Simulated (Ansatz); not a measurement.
# HO− (quintet): from Hartree-Fock to the top rungs, aug-cc-pVTZ

Aim: climb from Hartree-Fock through coupled cluster and multireference methods for HO− (quintet) at one geometry and basis, and see what each rung misses.

Method: aug-cc-pVTZ, core rule «outside noble gas», up to 1 orbitals frozen; program: Ansatz 0.2.0, Gaussian basis.

The runs, in order: UHF; CCSD(T) on ROHF; CCSD(T) on UHF; BCCD(T) on ROHF; CCSDT(Q) on ROHF; CCSDT(Q) on UHF; CASSCF and NEVPT2, 8 electrons in 11 orbitals.

19 further runs of the same task are left out: 5 that didn't finish, 14 set aside as unsound or not needed. Runs told in other sessions of the task aren't counted.

## 1. The geometry

The geometry is a PBE0/def2-TZVPD stationary point (not a proven minimum) of the parent state, kept for this charge and spin.

2 atoms, charge -1, spin multiplicity 5.

Atoms are counted from 1 here; the program's logs count them from 0.

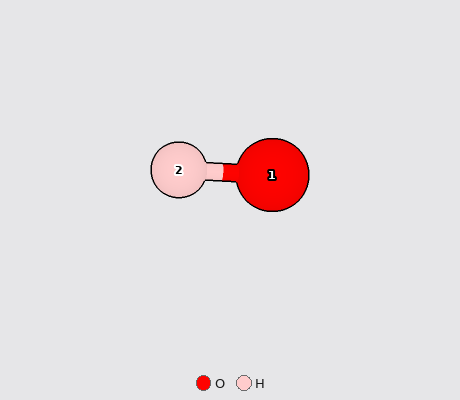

The structure; oxygen red, hydrogen pink; atoms are numbered from 1 in the order of the file.

In the tables R marks a restricted open-shell determinant and U an unrestricted one; 'frontier' is the active space of 8 electrons in 11 orbitals; energies count from the table's Hartree-Fock row.

## 2. UHF

The input, in.yaml:

```yaml
crystal:
  periodic: [false, false, false]
  atoms:
    - {symbol: O, position_ang: [0.000000, 0.000000, 0.000000]}
    - {symbol: H, position_ang: [0.000000, 0.000000, 1.006000]}
basis:
  gaussian: {orbitals: aug-cc-pVTZ}
total_charge: -1
magnetization: {spin_polarized: true, initial_magnetization: 4}
hamiltonian: {xc: hf}
output: {orbitals: {seedname: orbitals}}
```

On the command line:

```sh
$ ansatz run in.yaml --threads 1 --pin off --events-out ev --progress --plain --max-ram 2393MiB
```

Output:

```text
Functional definition: HF
  name "HF"
  cite "Fock, Z. Phys. 61, 126 (1930) doi:10.1007/BF01340294"
  parent pbe
  exchange = exact_x
  correlation = 0
335 factors; their error is unknown
mean field evaluation 1: about -2015.2141 eV, gradient 5.2e1 eV
mean field evaluation 2: about -2038.9333 eV, gradient 4.0e1 eV
mean field evaluation 4: about -2044.5540 eV, gradient 2.0e0 eV
mean field evaluation 8: about -2044.6044 eV, gradient 6.4e-2 eV
mean field evaluation 16: about -2015.1985 eV, gradient 5.2e1 eV
mean field evaluation 32: about -2043.9673 eV, gradient 1.3e0 eV
mean field evaluation 64: about -2044.1715 eV, gradient 2.2e0 eV
mean field evaluation 96: about -2044.4084 eV, gradient 4.7e0 eV
mean field evaluation 128: about -2043.4533 eV, gradient 6.1e0 eV
mean field evaluation 160: about -2037.7402 eV, gradient 3.3e0 eV
mean field evaluation 192: about -2028.4328 eV, gradient 2.3e1 eV
a density is far from that of the atoms, so the factors are made again for it
428 factors; integrals over basis functions are off by at most 1.2e-3 eV
mean field -2044.60578973 eV, -75.1378768890 hartree, gradient 2.3e-5 eV, S^2 6.010637; 0 other end points of the search recorded, 0 dependent functions left out
reference -2044.60578973 eV, -75.1378768890 hartree; 7, 3 occupied and 62, 66 virtual orbitals, 428 factors
Total energy: -2044.60578973 eV, -75.1378768890 hartree
```

Wall time 1.4 s (1 thread of Intel Xeon at 2.80GHz, shared host).

From the report: ⟨S²⟩ of the determinant 6.011 (pure quintet: 6.00).

## 3. CCSD(T) on ROHF

Changes to in.yaml since step 2:

```diff
@@ -8,4 +8,3 @@
 total_charge: -1
-magnetization: {spin_polarized: true, initial_magnetization: 4}
-hamiltonian: {xc: hf}
-output: {orbitals: {seedname: orbitals}}
+magnetization: {spin_polarized: false, initial_magnetization: 4}
+correlation: {method: ccsd_t, electrons: outside_noble_gas}
```

Same command.

Output (excerpt; [...] marks lines left out):

```text
Functional definition: HF
  name "HF"
  cite "Fock, Z. Phys. 61, 126 (1930) doi:10.1007/BF01340294"
  parent pbe
[...]
408 factors; integrals over basis functions are off by at most 1.2e-3 eV
[...]
a density is far from that of the atoms, so the factors are made again for it
428 factors; integrals over basis functions are off by at most 1.2e-3 eV
[...]
mean field -2044.37667135 eV, -75.1294569439 hartree, gradient 2.7e-6 eV, S^2 6.000000; 12 other end points of the search recorded, 0 dependent functions left out
[...]
determinant -2044.37667135 eV, -75.1294569439 hartree, with singles and doubles -2049.39884586 eV, -75.3140184528 hartree
determinant -2043.62836190 eV, -75.1019570788 hartree, with singles and doubles -2048.66561626 eV, -75.2870727622 hartree
determinant -2043.06602588 eV, -75.0812916112 hartree, with singles and doubles -2048.20988009 eV, -75.2703247668 hartree
determinant -2041.29179494 eV, -75.0160898266 hartree, with singles and doubles -2046.29398895 eV, -75.1999170661 hartree
1 core orbitals not correlated: weight in the atoms' cores, before any rotation towards them, 1.000 or more for the frozen orbitals, at most 0.000 for the correlated occupied ones
reference -2044.37667135 eV, -75.1294569439 hartree; 6, 2 occupied and 62, 66 virtual orbitals, 428 factors
second order -4.35845291 eV of doubles, -0.15195843 eV of singles
cycle   1  -4.98688731 eV  change   -6.1e-1 eV  update   1.9e-2
[...]
cycle  10  -5.00874360 eV  change   -1.8e-6 eV  update   7.6e-6
perturbative correction -0.11322319 eV, -0.0041608756 hartree
Total energy: -2049.49863815 eV, -75.3176857518 hartree
```

Run time: 7.5 s. Hardware: 1 thread of Intel Xeon at 2.80GHz, shared host.

From the report: correlation -5.1220 eV; T1 0.018; largest double amplitude 0.04.

## 4. CCSD(T) on UHF

Changes to in.yaml since step 3:

```diff
@@ -8,3 +8,3 @@
 total_charge: -1
-magnetization: {spin_polarized: false, initial_magnetization: 4}
+magnetization: {spin_polarized: true, initial_magnetization: 4}
 correlation: {method: ccsd_t, electrons: outside_noble_gas}
```

Same command.

Output (excerpt; [...] marks lines left out):

```text
Functional definition: HF
  name "HF"
  cite "Fock, Z. Phys. 61, 126 (1930) doi:10.1007/BF01340294"
  parent pbe
[...]
408 factors; integrals over basis functions are off by at most 1.2e-3 eV
[...]
a density is far from that of the atoms, so the factors are made again for it
428 factors; integrals over basis functions are off by at most 1.2e-3 eV
[...]
mean field -2044.60578973 eV, -75.1378768890 hartree, gradient 2.8e-6 eV, S^2 6.010637; 12 other end points of the search recorded, 0 dependent functions left out
determinant -2044.60578973 eV, -75.1378768890 hartree, with singles and doubles -2049.39645676 eV, -75.3139306550 hartree
determinant -2043.86318467 eV, -75.1105866564 hartree, with singles and doubles -2048.66448153 eV, -75.2870310615 hartree
determinant -2043.26223699 eV, -75.0885022365 hartree, with singles and doubles -2048.20856947 eV, -75.2702766023 hartree
determinant -2041.46719986 eV, -75.0225358388 hartree, with singles and doubles -2046.29792006 eV, -75.2000615317 hartree
1 core orbitals not correlated: weight in the atoms' cores, before any rotation towards them, 1.000 or more for the frozen orbitals, at most 0.000 for the correlated occupied ones
reference -2044.60578973 eV, -75.1378768890 hartree; 6, 2 occupied and 62, 66 virtual orbitals, 428 factors
second order -4.25942875 eV of doubles, -0.00000000 eV of singles
cycle   1  -4.76275982 eV  change   -6.2e-1 eV  update   1.9e-2
[...]
cycle  10  -4.78549211 eV  change    3.2e-7 eV  update   8.6e-6
perturbative correction -0.10972134 eV, -0.0040321847 hartree
Total energy: -2049.50100318 eV, -75.3177726652 hartree
```

Wall time 9.5 s (1 thread of Intel Xeon at 2.80GHz, shared host).

From the report: ⟨S²⟩ of the determinant 6.011 (pure quintet: 6.00); correlation -4.8952 eV; T1 0.013; largest double amplitude 0.04.

## 5. BCCD(T) on ROHF

Changes to in.yaml since step 4:

```diff
@@ -8,3 +8,3 @@
 total_charge: -1
-magnetization: {spin_polarized: true, initial_magnetization: 4}
-correlation: {method: ccsd_t, electrons: outside_noble_gas}
+magnetization: {spin_polarized: false, initial_magnetization: 4}
+correlation: {method: bccd_t, electrons: outside_noble_gas}
```

Launched as before.

Output (excerpt; [...] marks lines left out):

```text
Functional definition: HF
  name "HF"
  cite "Fock, Z. Phys. 61, 126 (1930) doi:10.1007/BF01340294"
  parent pbe
[...]
408 factors; integrals over basis functions are off by at most 1.2e-3 eV
[...]
a density is far from that of the atoms, so the factors are made again for it
428 factors; integrals over basis functions are off by at most 1.2e-3 eV
[...]
mean field -2044.37667135 eV, -75.1294569439 hartree, gradient 2.7e-6 eV, S^2 6.000000; 12 other end points of the search recorded, 0 dependent functions left out
[...]
determinant -2044.37667135 eV, -75.1294569439 hartree, with singles and doubles -2049.39884586 eV, -75.3140184528 hartree
determinant -2043.62836190 eV, -75.1019570788 hartree, with singles and doubles -2048.66561626 eV, -75.2870727622 hartree
determinant -2043.06602588 eV, -75.0812916112 hartree, with singles and doubles -2048.20988009 eV, -75.2703247668 hartree
determinant -2041.29179494 eV, -75.0160898266 hartree, with singles and doubles -2046.29398895 eV, -75.1999170661 hartree
1 core orbitals not correlated: weight in the atoms' cores, before any rotation towards them, 1.000 or more for the frozen orbitals, at most 0.000 for the correlated occupied ones
reference -2044.37667135 eV, -75.1294569439 hartree; 6, 2 occupied and 62, 66 virtual orbitals, 428 factors
second order -4.35845291 eV of doubles, -0.15195843 eV of singles
cycle   1  -4.99042948 eV  change   -6.2e-1 eV  update   1.9e-2
[...]
cycle  10  -5.00812093 eV  change   -1.3e-6 eV  update   9.3e-6
perturbative correction -0.11361817 eV, -0.0041753906 hartree
Total energy: -2049.49841045 eV, -75.3176773840 hartree
```

Wall time 8 s (1 thread of Intel Xeon at 2.80GHz, shared host); peak memory 0.27 GiB.

From the report: correlation -5.1217 eV; largest double amplitude 0.04.

## 6. CCSDT(Q) on ROHF

Changes to in.yaml since step 5:

```diff
@@ -9,2 +9,2 @@
 magnetization: {spin_polarized: false, initial_magnetization: 4}
-correlation: {method: bccd_t, electrons: outside_noble_gas}
+correlation: {method: ccsdt_q, electrons: outside_noble_gas}
```

The command is unchanged.

Output (excerpt; [...] marks lines left out):

```text
Functional definition: HF
  name "HF"
  cite "Fock, Z. Phys. 61, 126 (1930) doi:10.1007/BF01340294"
  parent pbe
[...]
757 factors; integrals over basis functions are off by at most 1.7e-7 eV
[...]
a density is far from that of the atoms, so the factors are made again for it
786 factors; integrals over basis functions are off by at most 1.5e-7 eV
[...]
mean field -2044.37667185 eV, -75.1294569624 hartree, gradient 3.4e-6 eV, S^2 6.000000; 12 other end points of the search recorded, 0 dependent functions left out
[...]
determinant -2044.37667185 eV, -75.1294569624 hartree, with singles and doubles -2049.39885553 eV, -75.3140188084 hartree
determinant -2043.62836211 eV, -75.1019570866 hartree, with singles and doubles -2048.66562629 eV, -75.2870731306 hartree
determinant -2043.06602631 eV, -75.0812916268 hartree, with singles and doubles -2048.20988520 eV, -75.2703249546 hartree
determinant -2041.29179559 eV, -75.0160898507 hartree, with singles and doubles -2046.29386254 eV, -75.1999124205 hartree
1 core orbitals not correlated: weight in the atoms' cores, before any rotation towards them, 1.000 or more for the frozen orbitals, at most 0.000 for the correlated occupied ones
reference -2044.37667185 eV, -75.1294569624 hartree; 6, 2 occupied and 62, 66 virtual orbitals, 786 factors
second order -4.35846338 eV of doubles, -0.15195847 eV of singles
cycle   1  -4.88011134 eV  change   -3.7e-1 eV  update   4.4e-2
[...]
cycle  16  -5.13439235 eV  change    1.8e-7 eV  update   7.5e-7
perturbative correction -0.00227017 eV, -0.0000834271 hartree
Total energy: -2049.51333437 eV, -75.3182258280 hartree
```

Wall time 63 s (1 thread of Intel Xeon at 2.80GHz, shared host); peak memory 0.72 GiB.

From the report: correlation -5.1367 eV; T1 0.019; largest double amplitude 0.04.

## 7. CCSDT(Q) on UHF

Changes to in.yaml since step 6:

```diff
@@ -8,3 +8,3 @@
 total_charge: -1
-magnetization: {spin_polarized: false, initial_magnetization: 4}
+magnetization: {spin_polarized: true, initial_magnetization: 4}
 correlation: {method: ccsdt_q, electrons: outside_noble_gas}
```

The command is unchanged.

Output (excerpt; [...] marks lines left out):

```text
Functional definition: HF
  name "HF"
  cite "Fock, Z. Phys. 61, 126 (1930) doi:10.1007/BF01340294"
  parent pbe
[...]
757 factors; integrals over basis functions are off by at most 1.7e-7 eV
[...]
a density is far from that of the atoms, so the factors are made again for it
786 factors; integrals over basis functions are off by at most 1.5e-7 eV
[...]
mean field -2044.60579032 eV, -75.1378769107 hartree, gradient 3.7e-6 eV, S^2 6.010637; 12 other end points of the search recorded, 0 dependent functions left out
determinant -2044.60579032 eV, -75.1378769107 hartree, with singles and doubles -2049.39646310 eV, -75.3139308880 hartree
determinant -2043.86318496 eV, -75.1105866671 hartree, with singles and doubles -2048.66447527 eV, -75.2870308314 hartree
determinant -2043.26223750 eV, -75.0885022552 hartree, with singles and doubles -2048.20858647 eV, -75.2702772271 hartree
determinant -2041.46720065 eV, -75.0225358677 hartree, with singles and doubles -2046.29803840 eV, -75.2000658807 hartree
1 core orbitals not correlated: weight in the atoms' cores, before any rotation towards them, 1.000 or more for the frozen orbitals, at most 0.000 for the correlated occupied ones
reference -2044.60579032 eV, -75.1378769107 hartree; 6, 2 occupied and 62, 66 virtual orbitals, 786 factors
second order -4.25943895 eV of doubles, -0.00000000 eV of singles
cycle   1  -4.64229697 eV  change   -3.8e-1 eV  update   4.5e-2
[...]
cycle  17  -4.90819546 eV  change    7.8e-8 eV  update   7.8e-7
perturbative correction -0.00230401 eV, -0.0000846707 hartree
Total energy: -2049.51628978 eV, -75.3183344375 hartree
```

Run time: 62 s. Hardware: 1 thread of Intel Xeon at 2.80GHz, shared host; peak memory 0.68 GiB.

From the report: ⟨S²⟩ of the determinant 6.011 (pure quintet: 6.00); correlation -4.9105 eV; T1 0.013; largest double amplitude 0.04.

## 8. CASSCF and NEVPT2, 8 electrons in 11 orbitals

The input, in.yaml:

```yaml
crystal:
  periodic: [false, false, false]
  atoms:
    - {symbol: O, position_ang: [0.000000, 0.000000, 0.000000]}
    - {symbol: H, position_ang: [0.000000, 0.000000, 1.006000]}
basis:
  gaussian: {orbitals: aug-cc-pVTZ}
total_charge: -1
magnetization: {spin_polarized: false, initial_magnetization: 4}
correlation: {method: sc_nevpt2, electrons: outside_noble_gas, active_space: {window: {electrons: 8, orbitals: 11}}}
```

Launched as before.

Output (excerpt; [...] marks lines left out):

```text
Functional definition: HF
  name "HF"
  cite "Fock, Z. Phys. 61, 126 (1930) doi:10.1007/BF01340294"
  parent pbe
[...]
408 factors; integrals over basis functions are off by at most 1.2e-3 eV
[...]
a density is far from that of the atoms, so the factors are made again for it
428 factors; integrals over basis functions are off by at most 1.2e-3 eV
[...]
mean field -2044.37667135 eV, -75.1294569439 hartree, gradient 2.7e-6 eV, S^2 6.000000; 10 other end points of the search recorded, 0 dependent functions left out
reference -2044.37667135 eV, -75.1294569439 hartree; 7, 3 occupied and 62, 66 virtual orbitals, 428 factors
state -2046.59680939 eV, -75.2110455120 hartree
state -2046.59680939 eV, -75.2110455120 hartree; corrected -2048.98004208 eV, -75.2986276979 hartree
Total energy: -2048.98004208 eV, -75.2986276979 hartree
```

Run time: 20 s. Hardware: 1 thread of Intel Xeon at 2.80GHz, shared host.

From the report: 6,748 determinants; active occupations 1.99, 1.98, 1.00, 1.00, 1.00, 1.00, 0.01, 0.01, 0.01, 0.01, 0.00.

## 9. Misses and costs

The yardstick is UCCSDT(Q), where the cluster series has nearly closed. Rows without a time are mean-field rows or come out of runs for another level: lower rungs of the coupled-cluster runs, CASSCF and MRCISD of the multireference runs, or the Hartree-Fock search.

Differences are taken before rounding.

| method | energy from the lowest ROHF (meV) | from UCCSDT(Q) (meV) | time |
| --- | --- | --- | --- |
| ROHF | 0.0 | +5139.6 |  |
| UHF | -229.1 | +4910.5 |  |
| RMP2 | -4510.4 | +629.2 |  |
| UMP2 | -4488.5 | +651.1 |  |
| RCCSD | -5008.7 | +130.9 |  |
| UCCSD | -5014.6 | +125.0 |  |
| RCCSD(T) | -5122.0 | +17.7 | 7.5 s |
| UCCSD(T) | -5124.3 | +15.3 | 9.5 s |
| BCCD(T) | -5121.7 | +17.9 | 8 s |
| RCCSDT | -5134.4 | +5.2 |  |
| UCCSDT | -5137.3 | +2.3 |  |
| RCCSDT(Q) | -5136.7 | +3.0 | 63 s |
| UCCSDT(Q) | -5139.6 | 0 | 62 s |
| CASSCF frontier | -2220.1 | +2919.5 |  |
| NEVPT2 frontier | -4603.4 | +536.2 | 20 s |

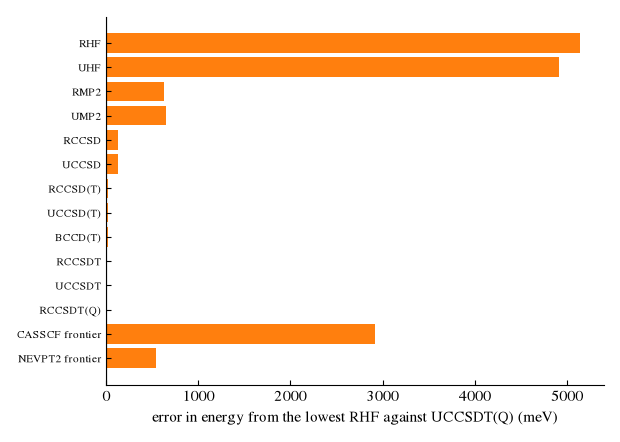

How far each level lands from UCCSDT(Q).

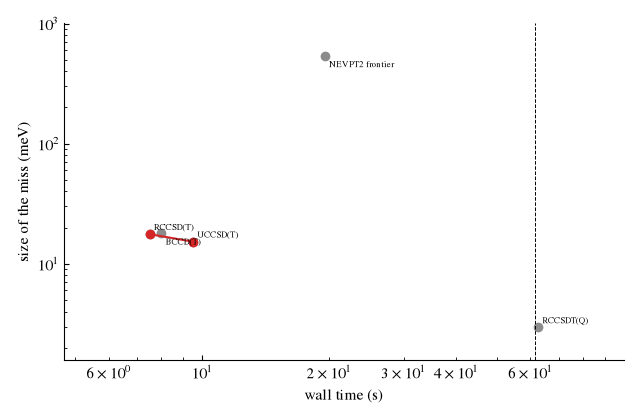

Accuracy for the time spent; red marks the levels that beat every quicker one drawn (of those quicker than the yardstick), and the dashed line is the time of UCCSDT(Q). Times are from a shared host.

## 10. Summary of results

| quantity | value |
| --- | --- |
| UCCSDT(Q) from the ROHF energy | -5.1396 eV |
| RMP2 from UCCSDT(Q) | +629.2 meV |
| UMP2 from UCCSDT(Q) | +651.1 meV |
| RCCSD from UCCSDT(Q) | +130.9 meV |
| RCCSD(T) from UCCSDT(Q) | +17.7 meV |
| UCCSD(T) from UCCSDT(Q) | +15.3 meV |
| RCCSDT(Q) from UCCSDT(Q) | +3.0 meV |
| NEVPT2 frontier from UCCSDT(Q) | +536.2 meV |
| levels within 1 kcal/mol (43 meV) | RCCSD(T), UCCSD(T), BCCD(T), RCCSDT, UCCSDT, RCCSDT(Q) |
| T1 diagnostic | 0.018 |

**Reading.** RCCSD(T) lands +17.7 meV from the yardstick (0.3 % of the correlation energy). These misses are within one basis, not against nature; the frozen cores of restricted and unrestricted runs differ, which can shift their rows. The highest orbital lies above zero: the basis alone holds the extra electron.

UCCSD(T) reaches 15.3 meV from the reference in 9.5 s, where UCCSDT(Q) took 62 s; the quickest level in the cost chart, RCCSD(T), takes 7.5 s and misses by 17.7 meV.
